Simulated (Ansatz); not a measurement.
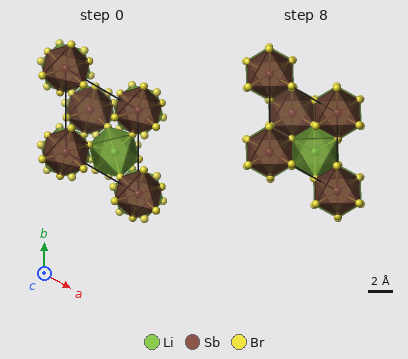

The structure of solid LiSbBr6 (built on the MgTiF6-148 type type) before (left) and after (right) a relaxation, at one scale.

Style: polyhedral. Shown: the conventional cell (3 times the calculation's cell), along the c axis. Lengths and directions refer to the drawn axes.

Level of theory: Ansatz 0.2.0, DFT, PBEsol, plane waves, PAW. (plane-wave cutoff 420 eV; k-point mesh 4 × 4 × 4; occupations fermi dirac; smearing width 0.03 eV; no spin polarisation; cell and atoms relaxed; force threshold 0.01 eV/Å; at most 120 steps)

Q: What changed between the two?

A: After 7 accepted moves (8 points after the start) the energy has fallen by 60.3 meV per atom. Largest force component: 0.4 eV/Å at the start, 0.0045 eV/Å at the end. The pressure goes from 1.26 to 0.03 GPa. The SCF was repeated once at an unchanged geometry on a basis and grid sized afresh for the cell, which shifted the energy by 0.6 meV per atom at most. The largest moves relative to the cell, 0.53 Å, are those of Br atoms. Sb and Li stay in place. The drawn cell changes as follows: a = b 7.083 → 6.599 Å (−6.8 %), c 18.103 → 17.952 Å (−0.8 %); the volume changes by −13.9 %. Some distances before and after: Br–Sb 2.543 → 2.591 Å, Br–Li 2.681 → 2.727 Å. Bond angles that change, for instance: Li–Br–Sb 153.2° → 131.3°, Br–Li–Br 90.1° → 92.5°, Br–Li–Br 89.9° → 87.5°. The space group stays R-3 (No. 148). Cost: 23 s on 4 threads of Arm Neoverse V1, on a shared host, peak memory 0.67 GiB.
